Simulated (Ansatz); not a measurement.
**wB97X/STO-3G run of [HSO2]− (SMILES O=[SH][O-])**

What is the vertical ionisation energy of [HSO2]− at wB97X/STO-3G? 

The calculation is run with Ansatz 0.2.0.

**1. The structure to begin with**

[HSO2]− has 4 atoms, charge -1, and is taken as a singlet. SMILES: `O=[SH][O-]`. Geometry: relaxed at GFN2-xTB.

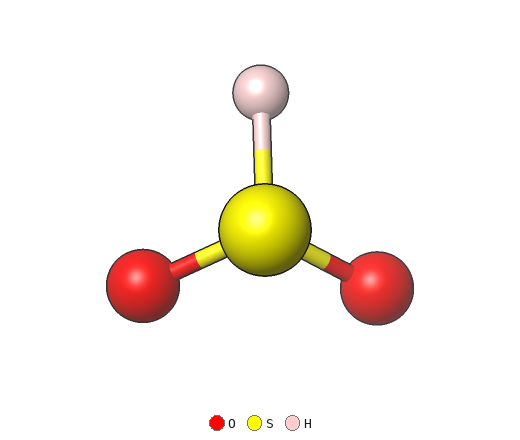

Viewed from a chosen angle; oxygen red, sulfur yellow, hydrogen pink.

**2. A single-point energy at wB97X/STO-3G**

File run.yaml:

```yaml
crystal:
  periodic: [false, false, false]
  atoms:
    - {symbol: O, position_ang: [-1.198220, 0.078790, 0.730410]}
    - {symbol: S, position_ang: [-0.199070, -0.294820, -0.302710]}
    - {symbol: O, position_ang: [1.007500, -0.941190, 0.274450]}
    - {symbol: H, position_ang: [0.389790, 1.157220, -0.702150]}
basis:
  gaussian: {orbitals: STO-3G}
total_charge: -1
hamiltonian: {xc: {name: wB97X}}
accuracy: high
```

On the command line:

```sh
ansatz run run.yaml --threads 1 --pin off --max-ram 2610MiB --events-out events.jsonl --progress --plain --runs-dir runs
```

Output:

```text
Warning: RAYON_NUM_THREADS=1 ignored (pool sized by the plan → 1); use --threads N
Functional definition: wB97X
  name "wB97X"
  parameter omega = 0.3/bohr
  parameter cx = 0.157706
  parameter cx1 = 0.726479
  parameter cx2 = 1.04760
  parameter cx3 = -5.70635
  parameter cx4 = 13.2794
  parameter css1 = -4.33879
  parameter css2 = 18.2308
  parameter css3 = -31.7430
  parameter css4 = 17.2901
  parameter cos1 = 2.37031
  parameter cos2 = -11.3995
  parameter cos3 = 6.58405
  parameter cos4 = -3.78132
  exchange = spin_sum(e_x_unif_sr(omega)*poly(b97_u_x, 1 - cx, cx1, cx2, cx3, cx4)) + cx*exact_x_sr(omega)
      + exact_x_lr(omega)
  correlation = spin_sum(e_c_pw_same_spin*poly(b97_u_same, 1, css1, css2, css3, css4))
      + integral(e_c_pw_opposite_spin*poly(b97_u_opposite, 1, cos1, cos2, cos3, cos4))
361 factors; integrals over basis functions are off by at most 3.3e-8 eV
129 factors; integrals over basis functions are off by at most 1.3e-9 eV
mean field evaluation 1: about -14751.7542 eV, gradient 3.6e1 eV
mean field evaluation 2: about -14754.7450 eV, gradient 2.3e1 eV
mean field evaluation 4: about -14756.5361 eV, gradient 2.5e-1 eV
mean field evaluation 8: about -14756.5533 eV, gradient 4.5e-2 eV
mean field evaluation 16: about -14756.5533 eV, gradient 7.5e-7 eV
mean field -14756.55332960 eV, -542.2933325119 hartree, gradient 3.3e-8 eV, S^2 0.000000; 0 other end points of the search recorded, 0 dependent functions left out
reference -14756.55332857 eV, -542.2933324737 hartree; 17, 17 occupied and 3, 3 virtual orbitals, 361 factors
Total energy: -14756.55332857 eV, -542.2933324737 hartree
```

Wall time 4.2 s (1 thread of Arm Neoverse V2, shared host); peak memory 0.22 GiB.

**3. Doublet neutral HSO2**

File job.yaml:

```yaml
crystal:
  periodic: [false, false, false]
  atoms:
    - {symbol: O, position_ang: [-1.198220, 0.078790, 0.730410]}
    - {symbol: S, position_ang: [-0.199070, -0.294820, -0.302710]}
    - {symbol: O, position_ang: [1.007500, -0.941190, 0.274450]}
    - {symbol: H, position_ang: [0.389790, 1.157220, -0.702150]}
basis:
  gaussian:
    orbitals: STO-3G
magnetization:
  spin_polarized: true
  initial_magnetization: 1
hamiltonian:
  xc: {name: wB97X}
accuracy: high
```

On the command line:

```sh
ansatz run job.yaml --threads 1 --pin off --max-ram 2610MiB --events-out events.jsonl --progress --plain --runs-dir runs
```

Output (excerpt; [...] marks lines left out):

```text
Warning: RAYON_NUM_THREADS=1 ignored (pool sized by the plan → 1); use --threads N
Functional definition: wB97X
  name "wB97X"
[...]
      + exact_x_lr(omega)
[...]
      + integral(e_c_pw_opposite_spin*poly(b97_u_opposite, 1, cos1, cos2, cos3, cos4))
361 factors; integrals over basis functions are off by at most 3.3e-8 eV
129 factors; integrals over basis functions are off by at most 1.3e-9 eV
[...]
mean field -14759.93856129 eV, -542.4177374818 hartree, gradient 1.5e-8 eV, S^2 0.770826; 6 other end points of the search recorded, 0 dependent functions left out
reference -14759.93856029 eV, -542.4177374449 hartree; 17, 16 occupied and 3, 4 virtual orbitals, 361 factors
Total energy: -14759.93856029 eV, -542.4177374449 hartree
```

Run time: 11 s. Hardware: 1 thread of Arm Neoverse V2, shared host; peak memory 0.36 GiB.

**4. What came out**

Level: wB97X/STO-3G.

| quantity | value |
| --- | --- |
| singlet [HSO2]−: total energy | -542.29333 Eh |
| doublet neutral HSO2: total energy | -542.41774 Eh |
| doublet neutral HSO2: ⟨S²⟩ | 0.771 |
| vertical ionisation energy (to the doublet neutral) | -3.385 eV |

**Reading.** The species is unbound against losing an electron at this level, by 3.39 eV (−327 kJ/mol); missing correlation or diffuse functions can give that sign where the real anion is bound. In a minimal basis such a difference can be off by several eV, whatever the method.
